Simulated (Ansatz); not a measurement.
**Na (Im-3m): phonon-mediated transition temperature**

Wanted: λ, ω_log and Tc of Na (Im-3m). The cell shown first is a relaxed one, from steps not shown here.

Main program and level: Ansatz 0.2.0; DFT PBE, scalar-relativistic, plane waves, PAW.

### 1. The cell after earlier relaxation steps

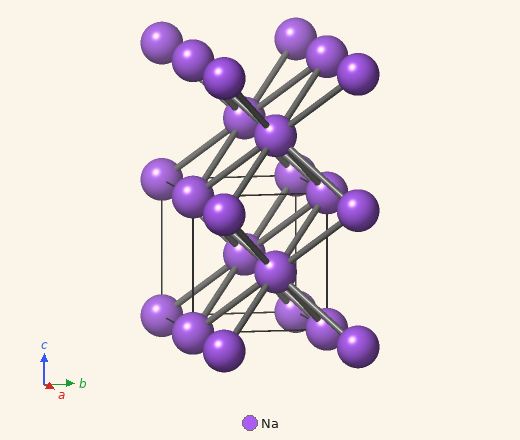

The starting structure, seen slightly off an axis (sodium purple). 2×1×2 cells are drawn. This picture shows the conventional cell, with its axes. Some periodic images of atoms are drawn too.

### 2. Resistivity: q 2×2×2, k 8×8×8, scattering 12×12×12

The run that gives the couplings also evaluates McMillan's and Allen and Dynes's formulas and, where asked, the Eliashberg equations, over a range of μ*.

The input, input.yaml:

```yaml
crystal:
  lattice:
    - [-2.096458875, 2.096458875, 2.096458875]
    - [2.096458875, -2.096458875, 2.096458875]
    - [2.096458875, 2.096458875, -2.096458875]
  atoms:
    - { symbol: Na, position: [0.0, 0.0, 0.0] }
kpoints:
  mp_grid: { grid: [8, 8, 8] }
hamiltonian:
  xc: pbe
scf:
  occupations: { method: methfessel_paxton, width: 0.2 }
output:
  eigenvalues: true
phonons:
  method: dfpt
  qmesh: [2, 2, 2]
  temperatures: { t_max: 1000, t_step: 50 }
  qpath:
    path:
      - [[0.0, 0.0, 0.0], [0.5, -0.5, 0.5], [0.0, 0.0, 0.5], [0.0, 0.0, 0.0], [0.25, 0.25, 0.25], [0.5, -0.5, 0.5]]
      - [[0.25, 0.25, 0.25], [0.0, 0.0, 0.5]]
    npoints: 10
  electrical_resistivity:
    mesh: [12, 12, 12]
    temperatures: [20.0, 50.0, 80.0, 100.0, 150.0, 200.0, 273.0, 300.0, 400.0, 500.0, 600.0, 800.0]
  superconductivity: { mesh: [12, 12, 12] }
```

Command:

```sh
ansatz run input.yaml --threads 4 --pin off --max-ram 10240MiB --backend cpu --events-out ev --progress --plain --runs-dir out
```

Numbers of over 12 decimals in the logs are rounded to 6 here.

Output:

```text
Engine: ansatz 0.2.0, aarch64-unknown-linux-gnu
Pseudopotentials: kind: paw
Pseudopotential: Na, paw, valence charge 9, recommended cutoff 420 eV (normal), Na.paw.azcp
Functional definition: PBE
  parameter kappa = 0.804
  parameter beta = 0.066725
  exchange = pbe_x(kappa = kappa, mu = beta*pi^2/3)
  correlation = pbe_c(beta = beta)
Crystal: 1 atoms, lattice volume = 36.857 Å³
Basis set: ecut = 420 eV, 683 PW (Γ), exchange–correlation on 50×50×50 points (8 copies of the dense FFT grid, shifted against one another)
Bands: 9, of which v1, the nominal top of the filled ones, is band 5 counted from 1 (4 counted from 0)
Symmetry: 48 space group operations
k-points: 29 of 512
Non-local potential: Na, projectors of the file, l = 0: 3, l = 1: 2, l = 2: 1
PAW form: soft (Blöchl's): semilocal exchange-correlation on the pseudo side does not see the compensation charge
PAW one-centre angular grid: Na, 110 points (default); XC on 64 Gauss nodes
Initial density: superposition of atomic densities (neutral atoms: chi_scale 0, normalization atom), corrected by the library's trained network
Initial wavefunctions: pseudopotential atomic-orbital guess
Functional: x = pbe(κ = 0.804, μ = 0.219515), c = pbe(β = 0.066725)
SCF iter   1: F=—  HF=-1486.406262 eV  |F-HF|=—  |Δ(HF+E_count)|=         —  Δρ=4.83e-4  dr2=4.35e-5  ethr=1.77e-3  ⟨swp⟩=4.9  Hψ=1565  notcnv=0
preconditioner: auto → none  [insulator: Δε(μ)=0.254 eV  Ē_g=7.911 eV  σ=0.200 eV  W_gap=0.86  n_scr=12 (ndim 8)  ℏωp=6.1 eV  f_vac=0.000  D(μ)=0.84/eV (n_scr^D=0)  ε∞_Penn≈1.6]
SCF iter   2: F=—  HF=-1486.406154 eV  |F-HF|=—  |Δ(HF+E_count)|=   1.08e-4  S|Δr|=    0.00e0  Δρ=1.58e-4  dr2=5.05e-6  ethr=4.83e-7  ⟨swp⟩=2.1  Hψ=629  notcnv=0
SCF iter   3: F=—  HF=-1486.406171 eV  |F-HF|=—  |Δ(HF+E_count)|=   1.68e-5  S|Δr|=    0.00e0  Δρ=5.41e-5  dr2=7.74e-7  ethr=5.61e-8  ⟨swp⟩=2.0  Hψ=350  notcnv=0
SCF iter   4: F=—  HF=-1486.406174 eV  |F-HF|=—  |Δ(HF+E_count)|=   3.21e-6  S|Δr|=    0.00e0  Δρ=2.03e-5  dr2=5.98e-8  ethr=8.60e-9  ⟨swp⟩=2.3  Hψ=384  notcnv=0
SCF iter   5: F=—  HF=-1486.406174 eV  |F-HF|=—  |Δ(HF+E_count)|=   4.57e-8  S|Δr|=    0.00e0  Δρ=4.14e-6  dr2=2.32e-9  ethr=6.65e-10  ⟨swp⟩=2.0  Hψ=367  notcnv=0
SCF iter   6: F=—  HF=-1486.406174 eV  |F-HF|=—  |Δ(HF+E_count)|=   1.81e-9  S|Δr|=    0.00e0  Δρ=2.67e-7  dr2=1.02e-11  ethr=2.58e-11  ⟨swp⟩=2.0  Hψ=368  notcnv=0
SCF iter   7: F=-1486.406174 eV  HF=-1486.406174 eV  |F-HF|=0.00e0  |Δ(HF+E_count)|=  5.46e-12  S|Δr|=    0.00e0  Δρ=2.04e-8  dr2=6.19e-14  ethr=1.00e-12  ⟨swp⟩=5.6  Hψ=913  notcnv=0
SCF 1 converged in 7 iterations: F = -1486.406174 eV  dr2 = 6.19e-14
  greatest PAW one-centre occupation: 0.999 electrons in one spin orbital (limit 2), on the Na atom at site 0 (counted from 0), in its partial waves of l = 0
NSCF: frozen V_eff on 29 k-points
NSCF: frozen V_eff on 59 k-points
DFPT response loops at q = (0, 0, 0) (fractional): preconditioner auto → Kerker (q_TF=auto, 2.157 Å⁻¹) (partly filled bands, converged f_vac=0.000); β = 1.00, the filter's whole step (`scf.mixing.beta` (0.50) is not read by the response loops under this deck's `scf.mixing.preconditioner`; to damp them name `kerker` or `kerker_dos`, under which they read `scf.mixing.beta`, and type it under 1.00, their step now; both keys bind the ground state too); Broyden in place of MSR1
NSCF: frozen V_eff on 300 k-points
DFPT response loops at q = (0, 0, -0.5) (fractional): mixed as the last ones told, above
NSCF: frozen V_eff on 118 k-points
DFPT response loops at q = (-0.5, -0.5, -0.5) (fractional): mixed as the last ones told, above
SCF iter   1: F=—  HF=-1486.406262 eV  |F-HF|=—  |Δ(HF+E_count)|=         —  Δρ=4.83e-4  dr2=4.35e-5  ethr=1.77e-3  ⟨swp⟩=4.9  Hψ=1565  notcnv=0
SCF iter   2: F=—  HF=-1486.406154 eV  |F-HF|=—  |Δ(HF+E_count)|=   1.08e-4  S|Δr|=    0.00e0  Δρ=1.58e-4  dr2=5.05e-6  ethr=4.83e-7  ⟨swp⟩=2.1  Hψ=629  notcnv=0
SCF iter   3: F=—  HF=-1486.406171 eV  |F-HF|=—  |Δ(HF+E_count)|=   1.68e-5  S|Δr|=    0.00e0  Δρ=5.41e-5  dr2=7.74e-7  ethr=5.61e-8  ⟨swp⟩=2.0  Hψ=350  notcnv=0
SCF iter   4: F=—  HF=-1486.406174 eV  |F-HF|=—  |Δ(HF+E_count)|=   3.21e-6  S|Δr|=    0.00e0  Δρ=2.03e-5  dr2=5.98e-8  ethr=8.60e-9  ⟨swp⟩=2.3  Hψ=384  notcnv=0
SCF iter   5: F=—  HF=-1486.406174 eV  |F-HF|=—  |Δ(HF+E_count)|=   4.57e-8  S|Δr|=    0.00e0  Δρ=4.14e-6  dr2=2.32e-9  ethr=6.65e-10  ⟨swp⟩=2.0  Hψ=367  notcnv=0
SCF iter   6: F=—  HF=-1486.406174 eV  |F-HF|=—  |Δ(HF+E_count)|=   1.81e-9  S|Δr|=    0.00e0  Δρ=2.67e-7  dr2=1.02e-11  ethr=2.58e-11  ⟨swp⟩=2.0  Hψ=368  notcnv=0
SCF iter   7: F=-1486.406174 eV  HF=-1486.406174 eV  |F-HF|=6.82e-13  |Δ(HF+E_count)|=  5.46e-12  S|Δr|=    0.00e0  Δρ=2.06e-8  dr2=6.45e-14  ethr=1.00e-12  ⟨swp⟩=2.0  Hψ=507  notcnv=0
SCF 2 converged in 7 iterations: F = -1486.406174 eV  dr2 = 6.45e-14
NSCF: frozen V_eff on 72 k-points
SCF converged after 7 iterations
Stability not checked: this state was not tested for a lower state beside it, because cold or Methfessel-Paxton smearing, or corrected tetrahedra, fill the levels in a way that the test cannot read (fill_not_monotonic; see scf.lower_state_search)
Free energy (F): -1486.406174 eV
Harris-Foulkes:  -1486.406174 eV  (|F-HF|=0.00e0)
Internal energy: -1486.404274 eV  (E = F + TS)
E sigma→0 (E₀):  -1486.405699 eV
Entropy (-TS):   -0.001901 eV (-1.901 meV/atom)
Fermi energy:    1.837609 eV
--- Per-component energies (eV) ---
  E_band       = -240.854194
  E_kinetic    = 120.185114
  E_local      = -1441.059171  (includes V_loc(G=0)·N_el)
  E_nonlocal   = 115.110864
  E_hartree    = 527.056245
  E_xc         = -38.360092
  E_vxc        = -49.287760  (∫ρ·V_xc dr)
  E_paw        = -263.162548  (= ΣΔE_a)
  E_vpaw       = -39.915695  (= ΣTr[D̂ρ^β])
  E_aug_tail   = -0.000031  (compensation charges beyond the density's cutoff)
  E_ewald      = -506.174655
  E_smearing   = -0.001901  (= −TS)
  E_closure    = 0.000000  (closes the sum)
  Σ components = -1486.406174   (vs F -1486.406174, Δ=0.00e0)
--- Band table (eV; the first three rows and the last of 29) ---
  k-point 0: bands = ["-51.2285", "-23.1322", "-23.1322", "-23.1322", "-1.5221", "13.5331", "13.5331", "13.5331", "14.5371"]
  k-point 1: bands = ["-51.2282", "-23.1376", "-23.1340", "-23.1322", "-1.2466", "10.9306", "12.3077", "12.7254", "13.1726"]
  k-point 2: bands = ["-51.2275", "-23.1505", "-23.1384", "-23.1322", "-0.4285", "7.8002", "11.0389", "11.7627", "11.9973"]
  k-point 28: bands = ["-51.2248", "-23.1586", "-23.1586", "-23.1586", "6.2948", "6.2948", "6.6785", "6.6785", "6.6785"]
[...]
Hall coefficient in a weak field at 20 K (a third of the trace): -2.298e-10 m³/C (as a tensor it moves by 4.8 % between the two finest meshes); by each state's relaxation time: -2.576e-10 m³/C; by a constant relaxation time: -2.294e-10 m³/C
  mean free path at 50 K (of a tensor a third of its trace): 423 nm by what each carries, 410 by the Fermi surface alone
  Hall coefficient in a weak field at 50 K (a third of the trace): -2.337e-10 m³/C (as a tensor it moves by 2.7 % between the two finest meshes); by each state's relaxation time: -2.458e-10 m³/C; by a constant relaxation time: -2.298e-10 m³/C
  mean free path at 80 K (of a tensor a third of its trace): 174 nm by what each carries, 171 by the Fermi surface alone
  Hall coefficient in a weak field at 80 K (a third of the trace): -2.314e-10 m³/C (as a tensor it moves by 2.2 % between the two finest meshes); by each state's relaxation time: -2.357e-10 m³/C; by a constant relaxation time: -2.298e-10 m³/C
  mean free path at 100 K (of a tensor a third of its trace): 125 nm by what each carries, 123 by the Fermi surface alone
  Hall coefficient in a weak field at 100 K (a third of the trace): -2.303e-10 m³/C (as a tensor it moves by 2.0 % between the two finest meshes); by each state's relaxation time: -2.328e-10 m³/C; by a constant relaxation time: -2.298e-10 m³/C
  mean free path at 150 K (of a tensor a third of its trace): 74.9 nm by what each carries, 74.2 by the Fermi surface alone
  Hall coefficient in a weak field at 150 K (a third of the trace): -2.290e-10 m³/C (as a tensor it moves by 1.7 % between the two finest meshes); by each state's relaxation time: -2.304e-10 m³/C; by a constant relaxation time: -2.297e-10 m³/C
  mean free path at 200 K (of a tensor a third of its trace): 54.2 nm by what each carries, 53.7 by the Fermi surface alone
  Hall coefficient in a weak field at 200 K (a third of the trace): -2.286e-10 m³/C (as a tensor it moves by 1.6 % between the two finest meshes); by each state's relaxation time: -2.299e-10 m³/C; by a constant relaxation time: -2.297e-10 m³/C
  mean free path at 273 K (of a tensor a third of its trace): 38.8 nm by what each carries, 38.5 by the Fermi surface alone
  Hall coefficient in a weak field at 273 K (a third of the trace): -2.285e-10 m³/C (as a tensor it moves by 1.6 % between the two finest meshes); by each state's relaxation time: -2.297e-10 m³/C; by a constant relaxation time: -2.297e-10 m³/C
  mean free path at 300 K (of a tensor a third of its trace): 35.2 nm by what each carries, 34.9 by the Fermi surface alone
  Hall coefficient in a weak field at 300 K (a third of the trace): -2.284e-10 m³/C (as a tensor it moves by 1.6 % between the two finest meshes); by each state's relaxation time: -2.297e-10 m³/C; by a constant relaxation time: -2.297e-10 m³/C
  mean free path at 400 K (of a tensor a third of its trace): 26.2 nm by what each carries, 26.0 by the Fermi surface alone
  Hall coefficient in a weak field at 400 K (a third of the trace): -2.284e-10 m³/C (as a tensor it moves by 1.6 % between the two finest meshes); by each state's relaxation time: -2.297e-10 m³/C; by a constant relaxation time: -2.297e-10 m³/C
  mean free path at 500 K (of a tensor a third of its trace): 20.8 nm by what each carries, 20.7 by the Fermi surface alone
  Hall coefficient in a weak field at 500 K (a third of the trace): -2.284e-10 m³/C (as a tensor it moves by 1.6 % between the two finest meshes); by each state's relaxation time: -2.297e-10 m³/C; by a constant relaxation time: -2.297e-10 m³/C
  mean free path at 600 K (of a tensor a third of its trace): 17.3 nm by what each carries, 17.2 by the Fermi surface alone
  Hall coefficient in a weak field at 600 K (a third of the trace): -2.284e-10 m³/C (as a tensor it moves by 1.6 % between the two finest meshes); by each state's relaxation time: -2.297e-10 m³/C; by a constant relaxation time: -2.297e-10 m³/C
  mean free path at 800 K (of a tensor a third of its trace): 12.9 nm by what each carries, 12.8 by the Fermi surface alone
  Hall coefficient in a weak field at 800 K (a third of the trace): -2.284e-10 m³/C (as a tensor it moves by 1.6 % between the two finest meshes); by each state's relaxation time: -2.297e-10 m³/C; by a constant relaxation time: -2.297e-10 m³/C
  the resistivity times a path that all electrons share, by the Fermi surface of the deck's mesh alone (a third of the trace): 1.407e-15 Ω·m²
  not converged in the mesh (λ_tr; the resistivity at 20 K by 2.25 %; the resistivity at 50 K by 12.01 %; the resistivity at 80 K by 12.63 %; the resistivity at 100 K by 12.72 %; the resistivity at 150 K by 12.68 %; the resistivity at 200 K by 12.57 %; the resistivity at 273 K by 12.50 %; the resistivity at 300 K by 12.51 %; the resistivity at 400 K by 12.62 %; the resistivity at 500 K by 12.80 %; the resistivity at  [...]
  vibrations of 8 cells: unjudged by the run; compare a larger repeat
  the changes of the potential over all sites missed a rigid shift's by 0.00 % (the site terms' by 0.07 %)
  between the force constants' wavevectors the phonons are obtained by Fourier interpolation alone: along a vector of fewer than three repeats the shortest translation of the supercell is 7.262 Å, and under 9.078 Å the phonon self-energy is left out by default: enlarge phonons.supercell (under dfpt, phonons.qmesh)
--- Superconductivity: potentials and phonons of a 2×2×2 supercell ---
           mesh         λ    ħω_log (meV)  μ* declared at (meV)
       12×12×12    0.2138          10.578               11.922
          6×6×6    0.2154          11.205               12.183
          3×3×3    0.2119          12.346               13.122
  λ by the species' shares of the modes' patterns: Na 0.2138
  with the Fermi level up to 15.7 meV (the hardest mode) off, states and modes as they are: density of states 0.2384 to 0.2404 /eV of one spin and cell, λ 0.2137 to 0.2138
  transition temperature on the deck's mesh (K), isotropic and anisotropic, restricted to the Fermi surface (FSR) and over the full bandwidth (FBW), and the last with the density of states resolved in a narrower window:
        μ*   McMillan   Allen–Dynes      iso. FSR      iso. FBW    aniso. FSR    aniso. FBW  narrow window
      0.08      0.004         0.004    none_found    none_found    none_found    none_found     none_found
      0.10      0.000         0.000    none_found    none_found    none_found    none_found     none_found
      0.12      0.000         0.000    none_found    none_found    none_found    none_found     none_found
      0.13      0.000         0.000    none_found    none_found    none_found    none_found     none_found
      0.14      0.000         0.000    none_found    none_found    none_found    none_found     none_found
      0.16      0.000         0.000    none_found    none_found    none_found    none_found     none_found
      0.20          -             -    none_found    none_found    none_found    none_found     none_found
  none_found: no transition down to 0.1 K
  isotope coefficients −∂ln Tc/∂ln M under μ* = 0.13, the force constants as they are, of the isotropic transitions restricted to the Fermi surface and over the full bandwidth: Na - and -
  converged in the mesh: between neighbouring meshes, the two finest first, λ moves by 0.79 % and 1.64 % and the anisotropic transition temperature over the full bandwidth at μ* = 0.13 by nothing (neither mesh has one) and nothing (neither mesh has one); converged means that the two finest part by at most 2.00 % and 5.00 %
  vibrations of 8 cells: unjudged by the run; compare a larger repeat
  the changes of the potential over all sites missed a rigid shift's by 0.00 % (the site terms' by 0.07 %)
  between the force constants' wavevectors the phonons are obtained by Fourier interpolation alone: along a vector of fewer than three repeats the shortest translation of the supercell is 7.262 Å, and under 9.078 Å the phonon self-energy is left out by default: enlarge phonons.supercell (under dfpt, phonons.qmesh)
```

It took 10 s on 4 threads of Arm Neoverse V1, shared host; peak memory 0.47 GiB.

Numbers from this step:

```
volume per atom                                                                : 36.86 Å³
metallic on mesh                                                               : yes
gap on the k-mesh                                                              : 0 eV
zero point energy                                                              : 0.01571 eV/cell
share of imaginary modes in the plain interpolation between solved wavevectors : 0
highest frequency, solved or plainly interpolated                              : 126.6 cm⁻¹
Debye temperature (second moment)                                              : 166 K
resistivity at 300 K                                                           : 4.029 μΩ cm
coupling constant λ                                                            : 0.2138
density of states at the Fermi level                                           : 0.2394 states/eV a spin and cell
log mean phonon energy ħω_log                                                  : 10.58 meV
transport coupling constant λ_tr                                               : 0.1225, 0.1225, 0.1225 (xx, yy, zz)
Drude plasma energy                                                            : 5.986, 5.986, 5.986 eV (xx, yy, zz)
resistivity times mean free path                                               : 14.07, 14.07, 14.07 × 10⁻¹⁶ Ω m² (xx, yy, zz)
second-moment phonon energy ħω₂                                                : 11.92 meV
coupling λ by branch                                                           : 0.0419, 0.0236, 0.148 (branches by rank of frequency)
```

An empty cell: under 1 mK by a formula, or no transition down to the floor of the Eliashberg search. Transition temperatures:

```
  μ*  McMillan Tc (K)  Allen–Dynes Tc (K)
0.08          0.00362             0.00364
 0.1                -                   -
0.12                -                   -
0.13                -                   -
0.14                -                   -
0.16                -                   -
 0.2                -                   -
```

(Part 1 of 2 ends here.)

[Logs are printed without paths, hosts, clocks, repeated set-up lines and the standing remarks that a program may print on its own settings, such as how far it seeks lower states.]

[Hosts, paths, dates, database ids (printed as entryN), source tags and the programs' standing remarks are cut or masked in the printed files.]
